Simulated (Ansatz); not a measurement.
```xyz
5

N    -0.8548   -0.7692    0.1365
Zn   -1.0627    0.3463   -1.2486
H    -1.1027    1.3272   -2.4118
H    -0.7977   -1.7750    0.0263
H    -1.2006   -0.5593    1.0657
```

Geometry: B3LYP/6-31G*.

Method: Ansatz 0.2.0, isolated molecule in a Gaussian basis; Kohn-Sham density functional theory, functional PBE0.

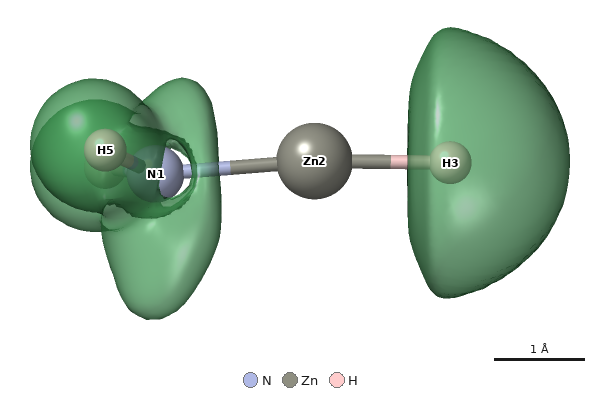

H3NZn. Isosurface of the electron localisation function at 0.75 (green), seen from one side. Only the valence region is drawn (cores and ρ < 0.01 e/Å³ removed).

Where are the electrons localised?

Answer. The surface consists of one region around a hydrogen nucleus and one joined region spread over several atoms (H, N), in which their bonds and any lone pairs are merged. Profiles from the grid: Zn–N (1.79 Å): the ELF peaks at about 0.85 in the valence shell of N, 0.6 Å from its nucleus, and is about 0.30 at the midpoint. N–H (1.01 Å): the ELF climbs to about 1 towards the hydrogen, as it does in any bond to H: an ordinary covalent bond to hydrogen.
